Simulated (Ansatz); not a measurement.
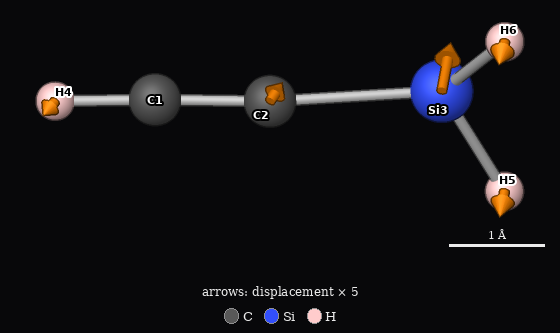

This is a relaxation of C2H3Si (multiplicity 2). The starting structure is drawn; orange arrows show the displacements, magnified 5 times. The two geometries are superimposed by the best rigid fit.

Style: ball-and-stick. Shown from a free direction.

The run prepares an end point of a later path (hydrogen shift) calculation, from a guessed geometry.

Computed with Ansatz 0.2.0, UKS PBE-D4/def2-SVP.

Input
```yaml
crystal:
  periodic: [false, false, false]
  atoms:
    - { symbol: C, position_ang: [-0.66954, -1.60964, -0.22139] }
    - { symbol: C, position_ang: [-0.22799, -0.49291, -0.0742] }
    - { symbol: Si, position_ang: [0.27641, 1.23951, 0.11266] }
    - { symbol: H, position_ang: [-1.01889, -2.59386, -0.34297] }
    - { symbol: H, position_ang: [1.11667, 1.76985, -0.94456] }
    - { symbol: H, position_ang: [0.52333, 1.68704, 1.47045] }
magnetization:
  spin_polarized: true
  initial_magnetization: 1
basis:
  gaussian: { orbitals: def2-SVP }
hamiltonian:
  xc: pbe
  dispersion: d4
relax:
  f_tol: 0.02
  max_steps: 50
```

Run as
```bash
ansatz run input.yaml --threads 1 --pin off --max-ram 2048MiB --backend cpu --events-out ev --progress --plain --runs-dir out
```

> Which element moves most?

Silicon: up to 0.14 Å, against 0.07 Å for hydrogen.

> What happened in the run?

The largest move after the best rigid fit is that of Si3, 0.14 Å. By element the largest moves are Si 0.14 Å, H 0.07 Å, C 0.06 Å. Some distances before and after: Si3–H5 1.451 → 1.503 Å, C1–H4 1.051 → 1.083 Å, C1–C2 1.210 → 1.234 Å. Bond angles that change, for instance: H5–Si3–H6 118.1° → 112.4°, C2–Si3–H5 115.8° → 111.9°. After 6 geometry steps the energy has fallen by 3.13 kcal/mol. The largest force component goes from 2.4 to 0.0073 eV/Å.
